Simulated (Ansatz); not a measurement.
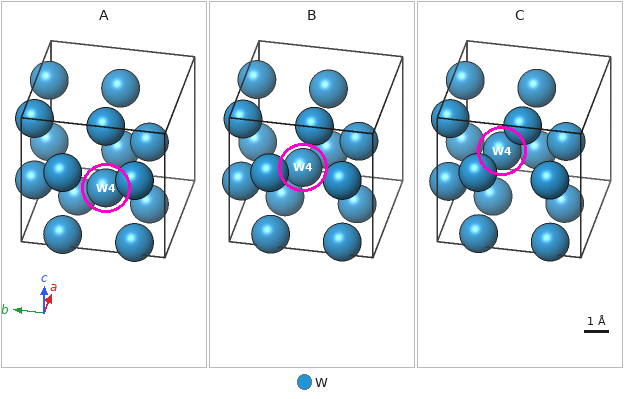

3 geometries from a converged minimum-energy path of W with a W vacancy (15 atoms in the cell), shuffled. The picture is a spheres-only view of the simulation cell (origin moved), seen from a free direction. The moving atom is ringed, with any periodic copies.

Method: DFT PBEsol, scalar-relativistic, plane waves, PAW in Ansatz. Run with plane-wave cutoff 420 eV; k-point mesh 3 × 3 × 3; Gaussian smearing 0.15 eV; 5 movable images; climbing image; force threshold 0.03 eV/Å; iteration limit 41; starting path by image-dependent pair potential.

**Which frame is the transition state?**

B. In order along the path, whose images run from 0 to 6: C (image 2, +1.41 eV), B (image 4, +1.55 eV), A (image 6, 0.00 eV). It is a vacancy jump: a nearby atom moves into the empty site and leaves its own site empty. A W atom travels furthest, 2.70 Å from end to end, along [−1 −1 −1], on a straight line. At the highest image its nearest neighbour (W) is 2.66 Å away, against 2.73 Å at the start, and the surrounding atoms stand up to 0.09 Å off the mean of their end positions.

Limits of the set-up: the periodic images lie only 6.3 Å apart, so the values are limited by the cell's size.

The run took 15 min on 4 threads of Arm Neoverse V2 (shared host), peak memory 2.9 GiB.

PAW datasets: the set soft_1.
